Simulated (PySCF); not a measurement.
## C4H7FOSi: excited-state calculation

The run: excited-state calculation of C4H7FOSi. Method and program: TDDFT PBE0/def2-SVPD, vertical, gas phase, core orbitals frozen in the response (PySCF 2.14.0).

The geometry comes from this level: GFN2-xTB. It belongs to a series of runs on one base structure; here: CH2 inserted into a C-Si bond.

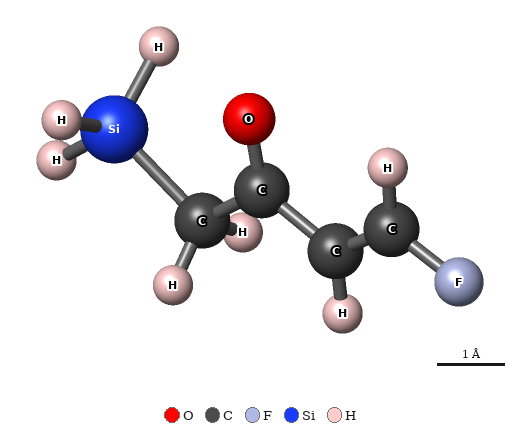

*The structure (ball-and-stick view, seen at a tilt).*

Bond lengths as drawn: C–C 1.33 to 1.49 Å, C–F 1.33 Å, C–H 1.08 to 1.09 Å, C–O 1.21 Å, C–Si 1.91 Å and H–Si 1.46 to 1.47 Å.

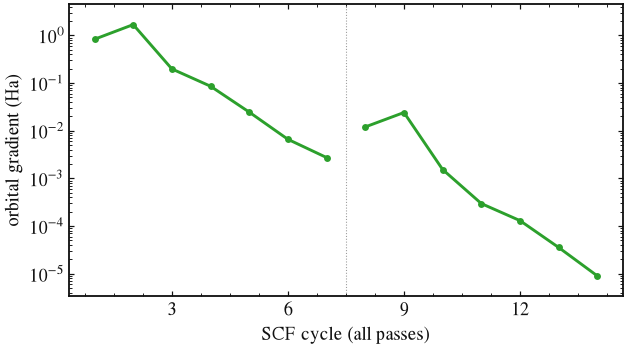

*Convergence of the self-consistent field: orbital gradient against the SCF cycle. The dotted line marks the change from a coarse to the final integration grid.*

The first 7 cycles use a coarse grid, the final grid takes over at cycle 8, and the field converges after 14 cycles in all.

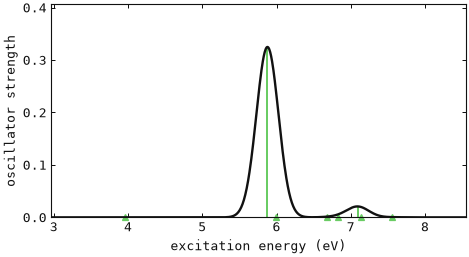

*Computed excitations as sticks (degenerate states added up, dark ones marked on the axis), with a Gaussian envelope of 0.35 eV full width at half maximum, scaled to the tallest.*

Of the 8 states the lowest lies at 3.95 eV (f = 0.000); the strongest line is at 5.88 eV, or 211 nm (f = 0.325).

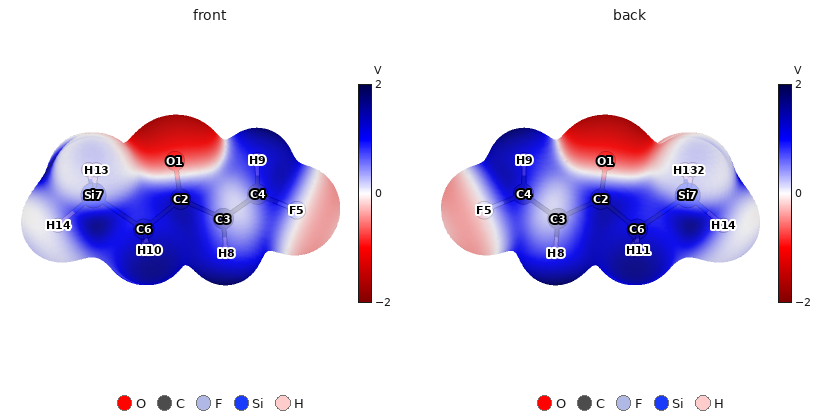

*The electrostatic potential painted on the density surface at 0.004 e/bohr³, seen face on and from behind; red is negative and blue positive.*

Its dipole moment is 2.04 D.

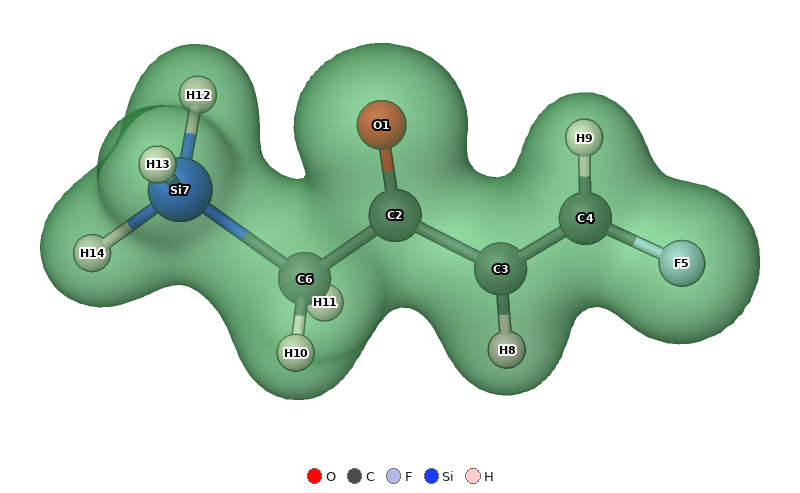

*Isosurface of the electron density at 0.2 e/Å³ (green), seen at an oblique angle.*

At this value the surface is in one piece. On the grid the lowest density along these lines, outside the cores, is 2.8 e/Å³ (C–O, 1.21 Å), 2.3 e/Å³ (C–C, 1.33 Å), 1.8 e/Å³ (C–F, 1.33 Å) and 0.73 e/Å³ (C–Si, 1.91 Å).

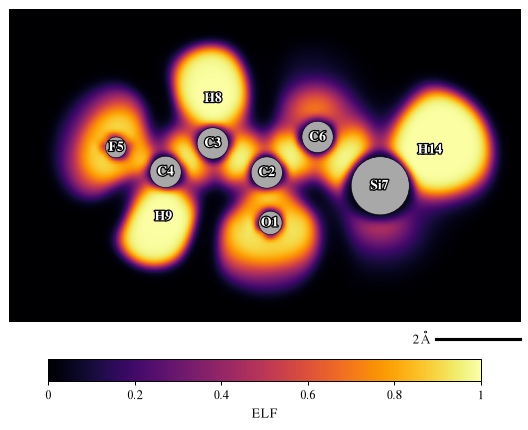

*ELF on the plane of atoms F5, C4 and H9. Grey discs, where drawn, cover atomic cores.*

Atoms in the plane: O, C, F, Si and H. C–O (1.21 Å): the ELF peaks at about 0.85 between the atoms; a multiple bond by its length, whose ELF region spreads away from the axis. C–C (1.33 Å): the ELF peaks at about 0.95 between the atoms; a multiple bond by its length, whose ELF region spreads away from the axis. C–F (1.33 Å): the ELF peaks at about 0.85 between the atoms (a shared but strongly polarised pair). C–Si (1.91 Å): the ELF peaks at about 0.95 between the atoms, which marks a covalent bond.

These pictures come from the run below.

Input file
```
{"job": {"kind": "uv", "xc": "PBE0", "basis": "def2-SVPD", "nstates": 8, "ntriplets": 3}, "charge": 0, "multiplicity": 1}
O      0.358073     0.594326    -1.246309
C      0.343634     0.072851    -0.150221
C      1.579561    -0.263057     0.584059
C      2.768400    -0.001137     0.056235
F      3.908268    -0.286573     0.681185
C     -0.945511    -0.261463     0.522812
Si    -2.349427     0.286489    -0.652531
H      1.491212    -0.724877     1.555551
H      2.918495     0.458669    -0.911040
H     -0.984594     0.241730     1.490211
H     -0.969178    -1.330956     0.737857
H     -2.245951    -0.465169    -1.897607
H     -2.266967     1.728953    -0.848736
H     -3.606693    -0.050258     0.026499
```

The first line tells a small driver script what to run in PySCF; the rest is the geometry in Å.

Launch command:
```bash
OMP_NUM_THREADS=1 python <driver script> task.json out
```

What the program printed
```
coarse grid: 12480 points
cycle   1  E = -620.1273611024  dE =  8.683e-01  |g| = 8.279e-01  |ddm| = 5.397e+00
cycle   2  E = -619.6802480170  dE =  4.471e-01  |g| = 1.679e+00  |ddm| = 3.127e+00
cycle   3  E = -620.2627686454  dE = -5.825e-01  |g| = 1.975e-01  |ddm| = 2.374e+00
cycle   4  E = -620.2697109384  dE = -6.942e-03  |g| = 8.559e-02  |ddm| = 3.286e-01
cycle   5  E = -620.2711148674  dE = -1.404e-03  |g| = 2.454e-02  |ddm| = 1.342e-01
cycle   6  E = -620.2712607703  dE = -1.459e-04  |g| = 6.601e-03  |ddm| = 4.914e-02
cycle   7  E = -620.2712690790  dE = -8.309e-06  |g| = 2.735e-03  |ddm| = 1.169e-02
final grid: 117176 points
cycle   8  E = -620.3590488377  dE = -8.460e-06  |g| = 1.201e-02  |ddm| = 1.300e-01
cycle   9  E = -620.3589623281  dE =  8.651e-05  |g| = 2.409e-02  |ddm| = 4.114e-02
cycle  10  E = -620.3590779510  dE = -1.156e-04  |g| = 1.535e-03  |ddm| = 2.618e-02
cycle  11  E = -620.3590784862  dE = -5.352e-07  |g| = 2.967e-04  |ddm| = 2.613e-03
cycle  12  E = -620.3590785049  dE = -1.868e-08  |g| = 1.302e-04  |ddm| = 6.273e-04
cycle  13  E = -620.3590785092  dE = -4.323e-09  |g| = 3.562e-05  |ddm| = 2.794e-04
cycle  14  E = -620.3590785095  dE = -2.572e-10  |g| = 9.014e-06  |ddm| = 5.644e-05
converged SCF energy = -620.3590785095

Static polarisability (au): isotropic 79.974, principal 58.525 73.832 107.567

Singlet excitations
state   eV       nm        f      main configurations
  1   3.9526    313.7   0.00001   H->L 0.97
  2   5.8779    210.9   0.32498   H-1->L 0.96
  3   5.9869    207.1   0.00001   H-2->L 0.95
  4   6.6810    185.6   0.00012   H-3->L 0.95
  5   6.8247    181.7   0.00138   H-4->L 0.99
  6   7.0926    174.8   0.02031   H->L+1 0.98
  7   7.1432    173.6   0.00031   H->L+3 0.94
  8   7.5605    164.0   0.00034   H-6->L 0.95

Triplet excitations (Tamm-Dancoff, eV): 3.4798 3.5885 5.8650
```

Key numbers

```csv
quantity,value
outcome,converged
total energy,−620.359079 hartree
HOMO,−7.82 eV
LUMO,−1.89 eV
dipole moment,2.04 D
mean polarisability,79.97 a.u.
lowest singlet excitation,3.95 eV
hardware,"1 CPU thread, shared host"
wall time,91 s
peak memory,0.82 GiB
```
